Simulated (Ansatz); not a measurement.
# B3LYP/STO-3G run of BOF (fluoro(oxo)borane)

What is the vertical singlet–triplet gap of BOF (fluoro(oxo)borane) at B3LYP/STO-3G? 

The results are computed with Ansatz 0.2.0.

53 further runs of the same task are left out: 4 that didn't finish, 49 set aside as unsound or not needed.

### Step 1. The system as given

The species is BOF (3 atoms), meant as a singlet with charge 0. As SMILES, `O=BF`. The shape is that of a PBE0-D4/def2-TZVP optimisation.

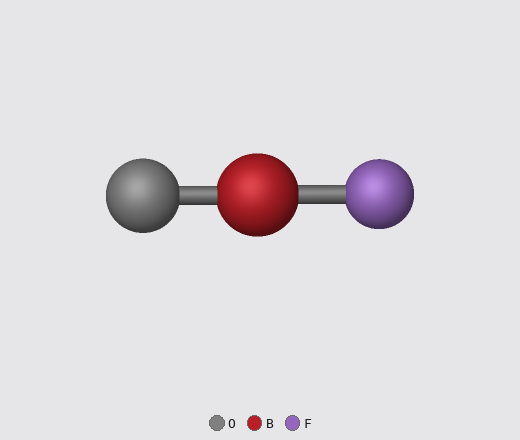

Viewed from a chosen angle; oxygen grey, boron red, fluorine purple.

### Step 2. A single-point energy at B3LYP/STO-3G

Input file in.yaml:

```yaml
crystal:
  periodic: [false, false, false]
  atoms:
    - {symbol: O, position_ang: [0.983100, -0.565100, 0.479900]}
    - {symbol: B, position_ang: [0.020300, -0.011600, 0.009900]}
    - {symbol: F, position_ang: [-1.003400, 0.576800, -0.489800]}
basis:
  gaussian:
    orbitals: STO-3G
total_charge: 0
magnetization:
  spin_polarized: false
  initial_magnetization: 0
hamiltonian:
  xc: {name: B3LYP}
accuracy: high
```

The run is started by

```sh
$ ansatz run in.yaml --threads 1 --pin off --max-ram 2610MiB --events-out events.jsonl --progress --plain --runs-dir runs
```

Log:

```text
Warning: RAYON_NUM_THREADS=1 ignored (pool sized by the plan → 1); use --threads N
Functional definition: B3LYP
  name "B3LYP"
  parameter a0 = 0.2
  parameter ax = 0.72
  parameter ac = 0.81
  exchange = (1 - a0 - ax)*slater_x + ax*b88_x + a0*exact_x
  correlation = (1 - ac)*vwn_rpa_c + ac*lyp_c
248 factors; integrals over basis functions are off by at most 3.4e-8 eV
mean field evaluation 1: about -5362.8830 eV, gradient 2.9e1 eV
mean field evaluation 2: about -5342.0081 eV, gradient 1.0e2 eV
mean field evaluation 4: about -5365.7038 eV, gradient 2.5e0 eV
mean field evaluation 8: about -5365.6940 eV, gradient 7.5e-2 eV
mean field evaluation 16: about -5365.6940 eV, gradient 1.9e-7 eV
mean field -5365.69398431 eV, -197.1856169254 hartree, gradient 8.0e-9 eV, S^2 0.000000; 0 other end points of the search recorded, 0 dependent functions left out
reference -5365.69400293 eV, -197.1856176096 hartree; 11, 11 occupied and 4, 4 virtual orbitals, 248 factors
Total energy: -5365.69400293 eV, -197.1856176096 hartree
```

Run time: 0.44 s. Hardware: 1 thread of Intel Xeon Platinum 8488C (Sapphire Rapids), shared host.

### Step 3. The triplet

Input file run.yaml:

```yaml
crystal:
  periodic: [false, false, false]
  atoms:
    - {symbol: O, position_ang: [0.983100, -0.565100, 0.479900]}
    - {symbol: B, position_ang: [0.020300, -0.011600, 0.009900]}
    - {symbol: F, position_ang: [-1.003400, 0.576800, -0.489800]}
basis:
  gaussian:
    orbitals: STO-3G
magnetization:
  spin_polarized: true
  initial_magnetization: 2
hamiltonian:
  xc: {name: B3LYP}
accuracy: high
```

The run is started by

```sh
$ ansatz run run.yaml --threads 1 --pin off --max-ram 2610MiB --events-out events.jsonl --progress --plain --runs-dir runs
```

Log, shortened:

```text
Warning: RAYON_NUM_THREADS=1 ignored (pool sized by the plan → 1); use --threads N
[... 7 set-up lines as earlier in the session ...]
248 factors; integrals over basis functions are off by at most 3.4e-8 eV
mean field evaluation 1: about -5354.2464 eV, gradient 1.9e1 eV
mean field evaluation 2: about -5351.0437 eV, gradient 2.9e1 eV
mean field evaluation 4: about -5356.9208 eV, gradient 1.9e0 eV
mean field evaluation 8: about -5356.9448 eV, gradient 6.4e-2 eV
mean field evaluation 16: about -5357.5422 eV, gradient 1.9e-1 eV
mean field evaluation 32: about -5354.2464 eV, gradient 1.9e1 eV
mean field evaluation 64: about -5357.5431 eV, gradient 5.5e-6 eV
mean field -5357.54311177 eV, -196.8860778843 hartree, gradient 3.4e-8 eV, S^2 2.001724; 10 other end points of the search recorded, 0 dependent functions left out
reference -5357.54313030 eV, -196.8860785653 hartree; 12, 10 occupied and 3, 5 virtual orbitals, 248 factors
Total energy: -5357.54313030 eV, -196.8860785653 hartree
```

Wall time 11 s (1 thread of Intel Xeon Platinum 8488C (Sapphire Rapids), shared host); peak memory 0.13 GiB.

### Step 4. Outcome

At B3LYP/STO-3G:

| quantity | value |
| --- | --- |
| singlet: total energy | -197.18562 Eh |
| triplet: total energy | -196.88608 Eh |
| triplet: ⟨S²⟩ | 2.002 |
| vertical energy of the triplet above the singlet | 8.151 eV |

In words: At this shape the triplet lies 8.15 eV (786 kJ/mol) above the singlet. In a minimal basis such a difference can be off by several eV, whatever the method.
